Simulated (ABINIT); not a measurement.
## Beyond one shot: SrTiO3 (Tausonite)

How far does self-consistency move the gap of SrTiO3 (Tausonite)?

Method: LDA and many-body steps on it, plane waves, in ABINIT 10.8.3.

**The experiments to reproduce.**

- Gap 3.77 eV: direct gap (M0 critical point); spectroscopic ellipsometry, second-derivative fit; 300 K; bulk crystal (commercial single crystal) (“Optical probe of ferroelectric order in bulk and thin film perovskite titanates”, 2013, arxiv:1309.1245).

## Step 1: Starting point

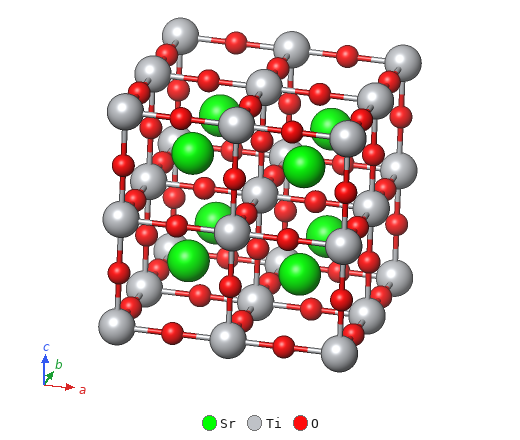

The cell as given, slightly off an axis (strontium green, titanium light grey, oxygen red). 2×2×2 cells are drawn. Some periodic images of atoms are drawn too.

As a file:

```cif
data_structure
_symmetry_space_group_name_H-M 'P 1'
_symmetry_Int_Tables_number 1
_cell_length_a 3.9053
_cell_length_b 3.9053
_cell_length_c 3.9053
_cell_angle_alpha 90.000
_cell_angle_beta 90.000
_cell_angle_gamma 90.000
_cell_volume 59.56
loop_
_atom_site_label
_atom_site_type_symbol
_atom_site_fract_x
_atom_site_fract_y
_atom_site_fract_z
_atom_site_occupancy
Sr1 Sr 0.50000 0.50000 0.50000 1
Ti2 Ti 0.00000 0.00000 0.00000 1
O3 O 0.50000 0.00000 0.00000 1
O4 O 0.00000 0.50000 0.00000 1
O5 O 0.00000 0.00000 0.50000 1
```

The cell and positions come from the Crystallography Open Database and are kept as given unless a step says otherwise.

## Step 2: Empty states on the mesh, 4×4×4 mesh, 208 bands

This step: ABINIT 10.8.3; DFT, LDA, plane waves, norm-conserving pseudopotentials.

The sums over transitions need many empty states on a uniform mesh; this step solves for them.

run.abi reads:

```
acell 3*1.0 Angstrom
rprim 
  3.905280000000 0.000000000000 0.000000000000
  0.000000000000 3.905280000000 0.000000000000
  0.000000000000 0.000000000000 3.905280000000
ntypat 3
znucl 38 22 8
natom 5
typat 1 2 3 3 3
xred 
  0.500000000000 0.500000000000 0.500000000000
  0.000000000000 0.000000000000 0.000000000000
  0.500000000000 0.000000000000 0.000000000000
  0.000000000000 0.500000000000 0.000000000000
  0.000000000000 0.000000000000 0.500000000000
pp_dirpath "pseudos"
pseudos "Sr.upf, Ti.upf, O.upf"
ecut 38
ngkpt 4 4 4
nshiftk 1
shiftk 0 0 0
kptopt 1
chksymbreak 0
irdden 1
istwfk *1
nband 208
prtvol 0
optdriver 6
gwr_task "HDIAGO"
paral_kgb 0
occopt 1
indata_prefix "in"
outdata_prefix "out"
tmpdata_prefix "tmp"
```

On the command line:

```console
> OMP_NUM_THREADS=1 mpirun -n 4 abinit run.abi > log
```

The log of the run:

```text
.Version 10.8.3 of ABINIT. v10.8.2 released Aug 2026.

 Symmetries : space group Pm -3 m (#221); Bravais cP (primitive cubic)
[... echo of the input left out ...]
== DATASET  1 ==================================================================
-   mpi_nproc: 4, omp_nthreads: 1 (-1 if OMP is not activated)

--- !DatasetInfo
iteration_state: {dtset: 1, }
dimensions: {natom: 5, nkpt: 10, mband: 208, nsppol: 1, nspinor: 1, nspden: 1, mpw: 4632, }
cutoff_energies: {ecut:  38.0, pawecutdg:  -1.0, }
[...]
Indirect band gap semiconductor
 Fundamental gap:     1.808 (eV)
   VBM:     6.556 (eV) at k: [ 5.0000E-01,  5.0000E-01,  5.0000E-01]
   CBM:     8.364 (eV) at k: [ 0.0000E+00,  0.0000E+00,  0.0000E+00]
 Direct gap:         2.166 (eV) at k: [ 0.0000E+00,  0.0000E+00,  0.0000E+00]

== END DATASET(S) ==============================================================
================================================================================

 -outvars: echo values of variables after computation  --------
           etotal      0.0000000000E+00
            nband         208
             nkpt          10
          spgroup         221
 [... the other variables as echoed above ...]

 Calculation completed.
```

The job ended after 3.4 min (4 MPI ranks of Arm Neoverse V1, shared host; peak memory 4.6 GiB).

This step gave:

```
gap                                                           : 1.808 eV
k of the valence top                                          : 0.5, 0.5, 0.5
k of the conduction bottom                                    : 0, 0, 0
least direct gap                                              : 2.166 eV
k points computed                                             : 10
lowest point of the top converged band, above the valence top : 108.0359 eV
```

On this mesh the gap is 1.808 eV.

The density comes from a self-consistent run that is not shown.

## Step 3: Screening, 4×4×4 mesh, 200 bands, screening to 179.6 eV

The RPA dielectric matrix is built and inverted for each q.

This step: RPA screening on LDA, plane waves, norm-conserving pseudopotentials.

run.abi, as its differences from that of step 2:

```diff
@@ -23,10 +23,11 @@
 chksymbreak 0
-irdden 1
 istwfk *1
-nband 208
-prtvol 0
-optdriver 6
-gwr_task "HDIAGO"
-paral_kgb 0
 occopt 1
+irdwfk 1
+optdriver 3
+nband 200
+ecuteps 6.6
+inclvkb 2
+awtr 1
+symchi 1
 indata_prefix "in"
```

The log of the run:

```text
.Version 10.8.3 of ABINIT. v10.8.2 released Aug 2026.

 Symmetries : space group Pm -3 m (#221); Bravais cP (primitive cubic)
[... echo of the input left out ...]
== DATASET  1 ==================================================================
-   mpi_nproc: 4, omp_nthreads: 1 (-1 if OMP is not activated)

--- !DatasetInfo
iteration_state: {dtset: 1, }
dimensions: {natom: 5, nkpt: 10, mband: 200, nsppol: 1, nspinor: 1, nspden: 1, mpw: 4632, }
cutoff_energies: {ecut:  38.0, pawecutdg:  -1.0, }
electrons: {nelect:   4.00000000E+01, charge:   0.00000000E+00, occopt:   1.00000000E+00, tsmear:   1.00000000E-02, }

 SCREENING: Calculation of the susceptibility and dielectric matrices

 Based on a program developped by R.W. Godby, V. Olevano, G. Onida, and L. Reining.
 Incorporated in ABINIT by V. Olevano, G.-M. Rignanese, and M. Torrent.
.Using double precision arithmetic ; gwpc =  8

[... cell and pseudopotentials left out ...]
--------------------------------------------------------------------------------

 ==== K-mesh for the wavefunctions ====
 Number of points in the irreducible wedge :    10
[... list of points left out ...]
 Together with 48 symmetry operations and time-reversal symmetry
 yields    64 points in the full Brillouin Zone.

 ==== Q-mesh for the screening function ====
 Number of points in the irreducible wedge :    10
[... list of points left out ...]
 Together with 48 symmetry operations and time-reversal symmetry
 yields    64 points in the full Brillouin Zone.

 setmesh: FFT mesh size selected  =    30x   30x   30
          total number of points  =        27000

 vcoul_init : cutoff-mode = AUXILIARY_FUNCTION
 q-points for optical limit:   1
     1)      0.000010    0.000020    0.000030

- screening: taking advantage of time-reversal symmetry
- Maximum band index for partially occupied states nbvw = 20
- Remaining bands to be divided among processors   nbcw = 180
- Number of bands treated by each node ~45

 Number of electrons calculated from density =   40.0000; Expected =   40.0000
 average of density, n =  0.099519
 r_s =    1.3387
 omega_plasma =   30.4305 [eV]

 calculating chi0 at frequencies [eV] :
  1    0.000000E+00    0.000000E+00
  2    0.000000E+00    3.043050E+01

--------------------------------------------------------------------------------
  q-point number  1        q = ( 0.000000, 0.000000, 0.000000) [r.l.u.]
--------------------------------------------------------------------------------
[... chi0 elements left out ...]
 For q-point:  0.000010 0.000020 0.000030
  dielectric constant =   6.6667
  dielectric constant without local fields =   7.0473

  Average fulfillment of the sum rule on Im[epsilon] for q-point    1 :     75.46  [%]
[... wings left out ...]
  q-point number  2        q = ( 0.250000, 0.000000, 0.000000) [r.l.u.]
--------------------------------------------------------------------------------
[... chi0 elements left out ...]
  Average fulfillment of the sum rule on Im[epsilon] for q-point    2 :     83.18  [%]

 [... 8 further q-points ...]
```

Wall time 3.7 min (4 MPI ranks); peak memory 1.7 GiB.

This step gave:

| Item | Value |
| --- | --- |
| ε∞ with local fields, on this mesh, along the program's q direction | 6.667 |
| the same without local fields | 7.047 |
| plasma frequency | 30.43 eV |
| plane waves in the screening matrix | 341 |

Local fields lower ε∞ by 5 %. On a Γ-centred mesh this coarse the value itself is usually too large, while a short band sum pulls it down.

## Step 4: G0W0

The self-energy is evaluated for the states that the input lists, and the levels follow from it, in one-shot runs by the linearised quasiparticle equation.

This step: G0W0 on LDA, plane waves, norm-conserving pseudopotentials.

run.abi, as its differences from that of step 3:

```diff
@@ -26,8 +26,21 @@
 irdwfk 1
-optdriver 3
+optdriver 4
 nband 200
+gwcalctyp 0
+ecutsigx 38
+symsigma 1
+nkptgw 4
+kptgw 
+  0.5000000000 0.5000000000 0.5000000000
+  0.0000000000 0.0000000000 0.0000000000
+  0.5000000000 0.0000000000 0.0000000000
+  0.5000000000 0.5000000000 0.0000000000
+bdgw 
+  18 23
+  18 23
+  19 23
+  18 22
 ecuteps 6.6
-inclvkb 2
-awtr 1
-symchi 1
+irdscr 1
+ppmodel 1
 indata_prefix "in"
```

The log of the run:

```text
.Version 10.8.3 of ABINIT. v10.8.2 released Aug 2026.

 Symmetries : space group Pm -3 m (#221); Bravais cP (primitive cubic)
[... echo of the input left out ...]
== DATASET  1 ==================================================================
-   mpi_nproc: 4, omp_nthreads: 1 (-1 if OMP is not activated)

--- !DatasetInfo
iteration_state: {dtset: 1, }
dimensions: {natom: 5, nkpt: 10, mband: 200, nsppol: 1, nspinor: 1, nspden: 1, mpw: 4632, }
cutoff_energies: {ecut:  38.0, pawecutdg:  -1.0, }
electrons: {nelect:   4.00000000E+01, charge:   0.00000000E+00, occopt:   1.00000000E+00, tsmear:   1.00000000E-02, }

 SIGMA: Calculation of the GW corrections

 Based on a program developped by R.W. Godby, V. Olevano, G. Onida, and L. Reining.
 Incorporated in ABINIT by V. Olevano, G.-M. Rignanese, and M. Torrent.
.Using double precision arithmetic ; gwpc =  8

[... cell and pseudopotentials left out ...]
--------------------------------------------------------------------------------

 ==== K-mesh for the wavefunctions ====
 Number of points in the irreducible wedge :    10
[... list of points left out ...]
 Together with 48 symmetry operations and time-reversal symmetry
 yields    64 points in the full Brillouin Zone.

 ==== Q-mesh for screening function ====
 Number of points in the irreducible wedge :    10
[... list of points left out ...]
 Together with 48 symmetry operations and time-reversal symmetry
 yields    64 points in the full Brillouin Zone.

 vcoul_init : cutoff-mode = AUXILIARY_FUNCTION
 q-points for optical limit:   1
     1)      0.000010    0.000020    0.000030
 setmesh: FFT mesh size selected  =    45x   45x   45
          total number of points  =        91125

 Number of electrons calculated from density =   40.0000; Expected =   40.0000
 average of density, n =  0.099519
 r_s =    1.3387
 omega_plasma =   30.4305 [eV]

 === KS Band Gaps ===
  >>>> For spin  1
   Minimum direct gap =   2.1661 [eV], located at k-point      :   0.0000  0.0000  0.0000
   Fundamental gap    =   1.8082 [eV], Top of valence bands at :   0.5000  0.5000  0.5000
                                       Bottom of conduction at :   0.0000  0.0000  0.0000
 SIGMA fundamental parameters:
 PLASMON POLE MODEL  1
 number of plane-waves for SigmaX                 4457
 number of plane-waves for SigmaC and W            341
 number of plane-waves for wavefunctions          4457
 number of bands                                   200
 number of independent spin polarizations            1
 number of spinorial components                      1
 number of k-points in IBZ                          10
 number of q-points in IBZ                          10
 number of symmetry operations                      48
 number of k-points in BZ                           64
 number of q-points in BZ                           64
 number of frequencies for dSigma/dE                 9
 frequency step for dSigma/dE [eV]                0.25
 number of omega for Sigma on real axis              0
 max omega for Sigma on real axis  [eV]           0.00
 zcut for avoiding poles [eV]                     0.10

 EPSILON^-1 parameters (SCR file):
 dimension of the eps^-1 matrix on file            341
 dimension of the eps^-1 matrix used               341
 number of plane-waves for wavefunctions          4457
 number of bands                                   200
 number of q-points in IBZ                          10
 number of frequencies                               2
 number of real frequencies                          1
 number of imag frequencies                          1

 matrix elements of self-energy operator (all in [eV])

 Perturbative Calculation

--- !SelfEnergy_ee
iteration_state: {dtset: 1, }
kpoint     : [   0.500,    0.500,    0.500, ]
spin       : 1
KS_gap     :    4.491
QP_gap     :    6.347
Delta_QP_KS:    1.857
data: !SigmaeeData |
     Band     E0 <VxcDFT>   SigX SigC(E0)      Z dSigC/dE  Sig(E)    E-E0       E
       18   6.556 -19.936 -25.068   4.702   0.766  -0.306 -20.266  -0.330   6.227
       19   6.556 -19.936 -25.068   4.702   0.766  -0.306 -20.266  -0.330   6.227
       20   6.556 -19.936 -25.068   4.702   0.766  -0.306 -20.266  -0.330   6.227
       21  11.047 -21.763 -12.923  -6.747   0.730  -0.371 -20.236   1.527  12.574
       22  11.047 -21.763 -12.923  -6.747   0.730  -0.371 -20.236   1.527  12.574
       23  11.047 -21.763 -12.923  -6.747   0.730  -0.371 -20.236   1.527  12.574

--- !SelfEnergy_ee
iteration_state: {dtset: 1, }
kpoint     : [   0.000,    0.000,    0.000, ]
spin       : 1
KS_gap     :    2.166
QP_gap     :    3.947
Delta_QP_KS:    1.781
data: !SigmaeeData |
     Band     E0 <VxcDFT>   SigX SigC(E0)      Z dSigC/dE  Sig(E)    E-E0       E
[...]
--- !SelfEnergy_ee
iteration_state: {dtset: 1, }
kpoint     : [   0.500,    0.000,    0.000, ]
spin       : 1
KS_gap     :    2.721
QP_gap     :    4.582
Delta_QP_KS:    1.861
data: !SigmaeeData |
     Band     E0 <VxcDFT>   SigX SigC(E0)      Z dSigC/dE  Sig(E)    E-E0       E
[...]
--- !SelfEnergy_ee
iteration_state: {dtset: 1, }
kpoint     : [   0.500,    0.500,    0.000, ]
spin       : 1
KS_gap     :    3.893
QP_gap     :    5.729
Delta_QP_KS:    1.837
data: !SigmaeeData |
     Band     E0 <VxcDFT>   SigX SigC(E0)      Z dSigC/dE  Sig(E)    E-E0       E
[...]
20   6.468 -19.751 -24.870   4.681   0.767  -0.304 -20.087  -0.336   6.131
       21  10.360 -21.388 -13.344  -6.032   0.745  -0.342 -19.888   1.500  11.861
       22  10.360 -21.388 -13.344  -6.032   0.745  -0.342 -19.888   1.500  11.861

== END DATASET(S) ==============================================================
================================================================================

 -outvars: echo values of variables after computation  --------
           etotal      0.0000000000E+00
            nband         200
             nkpt          10
          spgroup         221
 [... the other variables as echoed above ...]

 Calculation completed.
```

The job ended after 91 s (4 MPI ranks; peak memory 1.7 GiB).

This step gave:

| Quantity | Value |
| --- | --- |
| G0W0 gap on the mesh | 3.571 eV |
| starting gap on the mesh | 1.808 eV |
| k of the valence top | 0.5, 0.5, 0.5 |
| k of the conduction bottom | 0, 0, 0 |
| Z at the valence top | 0.766 |
| Z at the conduction bottom | 0.782 |
| least direct G0W0 gap on the computed points | 3.947 eV |

The gap on the mesh goes from 1.81 eV to 3.57 eV, a correction of +1.76 eV.

## Step 5: evGW0, cycle 1

This step: evGW0 on LDA, plane waves, norm-conserving pseudopotentials.

run.abi, as its differences from that of step 4:

```diff
@@ -28,16 +28,28 @@
 nband 200
-gwcalctyp 0
+gwcalctyp 10
 ecutsigx 38
 symsigma 1
-nkptgw 4
+nkptgw 10
 kptgw 
+  0.0000000000 0.0000000000 0.0000000000
+  0.2500000000 0.0000000000 0.0000000000
+  0.5000000000 0.0000000000 0.0000000000
+  0.2500000000 0.2500000000 0.0000000000
+  0.5000000000 0.2500000000 0.0000000000
+  0.5000000000 0.5000000000 0.0000000000
+  0.2500000000 0.2500000000 0.2500000000
+  0.5000000000 0.2500000000 0.2500000000
+  0.5000000000 0.5000000000 0.2500000000
   0.5000000000 0.5000000000 0.5000000000
-  0.0000000000 0.0000000000 0.0000000000
-  0.5000000000 0.0000000000 0.0000000000
-  0.5000000000 0.5000000000 0.0000000000
 bdgw 
-  18 23
-  18 23
-  19 23
-  18 22
+  12 31
+  12 31
+  12 31
+  12 31
+  12 31
+  12 31
+  12 31
+  12 31
+  12 31
+  12 31
 ecuteps 6.6
```

The log of the run:

```text
.Version 10.8.3 of ABINIT. v10.8.2 released Aug 2026.

 Symmetries : space group Pm -3 m (#221); Bravais cP (primitive cubic)
[... echo of the input left out ...]
== DATASET  1 ==================================================================
-   mpi_nproc: 4, omp_nthreads: 1 (-1 if OMP is not activated)

--- !DatasetInfo
iteration_state: {dtset: 1, }
dimensions: {natom: 5, nkpt: 10, mband: 200, nsppol: 1, nspinor: 1, nspden: 1, mpw: 4632, }
cutoff_energies: {ecut:  38.0, pawecutdg:  -1.0, }
electrons: {nelect:   4.00000000E+01, charge:   0.00000000E+00, occopt:   1.00000000E+00, tsmear:   1.00000000E-02, }

 SIGMA: Calculation of the GW corrections

 Based on a program developped by R.W. Godby, V. Olevano, G. Onida, and L. Reining.
 Incorporated in ABINIT by V. Olevano, G.-M. Rignanese, and M. Torrent.
.Using double precision arithmetic ; gwpc =  8

[... cell and pseudopotentials left out ...]
--------------------------------------------------------------------------------

 ==== K-mesh for the wavefunctions ====
 Number of points in the irreducible wedge :    10
[... list of points left out ...]
 Together with 48 symmetry operations and time-reversal symmetry
 yields    64 points in the full Brillouin Zone.

 ==== Q-mesh for screening function ====
 Number of points in the irreducible wedge :    10
[... list of points left out ...]
 Together with 48 symmetry operations and time-reversal symmetry
 yields    64 points in the full Brillouin Zone.

 vcoul_init : cutoff-mode = AUXILIARY_FUNCTION
 q-points for optical limit:   1
     1)      0.000010    0.000020    0.000030
 setmesh: FFT mesh size selected  =    45x   45x   45
          total number of points  =        91125

 Number of electrons calculated from density =   40.0000; Expected =   40.0000
[...]
spin       : 1
KS_gap     :    4.134
QP_gap     :    5.979
Delta_QP_KS:    1.845
data: !SigmaeeData |
     Band     E_DFT   <VxcDFT>   E(N-1)  <Hhartree>   SigX  SigC[E(N-1)]    Z     dSigC/dE  Sig[E(N)]  DeltaE  E(N)_pert E(N)_diago
[...]
--- !SelfEnergy_ee
iteration_state: {dtset: 1, }
kpoint     : [   0.500,    0.500,    0.500, ]
spin       : 1
KS_gap     :    4.491
QP_gap     :    6.347
Delta_QP_KS:    1.857
data: !SigmaeeData |
     Band     E_DFT   <VxcDFT>   E(N-1)  <Hhartree>   SigX  SigC[E(N-1)]    Z     dSigC/dE  Sig[E(N)]  DeltaE  E(N)_pert E(N)_diago
[...]
30    16.285   -13.125    16.285    29.409    -6.350    -4.923     0.835    -0.198   -11.579     1.546    17.830    18.136
       31    16.460   -10.509    16.460    26.970    -4.421    -4.928     0.847    -0.181    -9.526     0.983    17.444    18.136

 New Fermi energy :        2.999342E-01 Ha ,    8.161626E+00 eV

 === QP Band Gaps ===
  >>>> For spin  1
   Minimum direct gap =   4.4501 [eV], located at k-point      :   0.0000  0.0000  0.0000
   Fundamental gap    =   4.0716 [eV], Top of valence bands at :   0.5000  0.5000  0.5000
                                       Bottom of conduction at :   0.0000  0.0000  0.0000

 writing QP data on file : out_QPS

 Convergence of QP corrections
 >>>>> For spin  1 <<<<<
.  kptgw no:  1; Maximum DeltaE = (  -0.630   0.000) for band index: 13
.  kptgw no:  2; Maximum DeltaE = (  -0.617   0.000) for band index: 13
.  kptgw no:  3; Maximum DeltaE = (  -0.593   0.000) for band index: 13
[...]
.  kptgw no:  9; Maximum DeltaE = (  -0.431  -0.000) for band index: 17
.  kptgw no: 10; Maximum DeltaE = (  -0.559   0.004) for band index: 16

== END DATASET(S) ==============================================================
================================================================================

 -outvars: echo values of variables after computation  --------
           etotal      0.0000000000E+00
            nband         200
             nkpt          10
          spgroup         221
 [... the other variables as echoed above ...]

 Calculation completed.
```

Run time: 21 min. Hardware: 4 MPI ranks; peak memory 2.4 GiB; 84 min of CPU time.

Numbers from this step:

```
quasiparticle gap on the mesh                         : 4.071 eV
gap of the density functional on the mesh             : 1.808 eV
k of the valence top                                  : 0.5, 0.5, 0.5
k of the conduction bottom                            : 0, 0, 0
Z at the valence top                                  : 0.766
Z at the conduction bottom                            : 0.782
least direct quasiparticle gap on the computed points : 4.450 eV
```

Against G0W0 in ABINIT (4×4×4 mesh, 200 bands, screening to 179.6 eV, Godby-Needs plasmon pole), the gap moves by +0.500 eV. This first cycle still uses the starting levels; it takes the full correction, at all points of the mesh, and its linearised value is 3.571 eV.

(Part 1 of 3 ends here.)

[Paths, hosts, dates, memory and timing lines, banners, echoed tables and standing remarks are left out of the program output.]

[Logs are printed without paths, hosts, clocks, repeated set-up lines and the standing remarks that a program may print on its own settings, such as how far it seeks lower states.]

[Runs of the session that timed out or met a known fault of the program may be left out.]

[Hosts, paths, dates, database ids (printed as entryN), source tags and the programs' standing remarks are cut or masked in the printed files.]

[G0W0 gaps are taken among the corrected bands and points alone; a level outside them can change the order at an edge.]

[Where Ansatz stands beside ABINIT at settings called matched, ABINIT's density can come from a denser mesh and the files from another edition; pairs whose starting gaps differed by over 0.03 eV were left out, so agreement reads better than it is.]
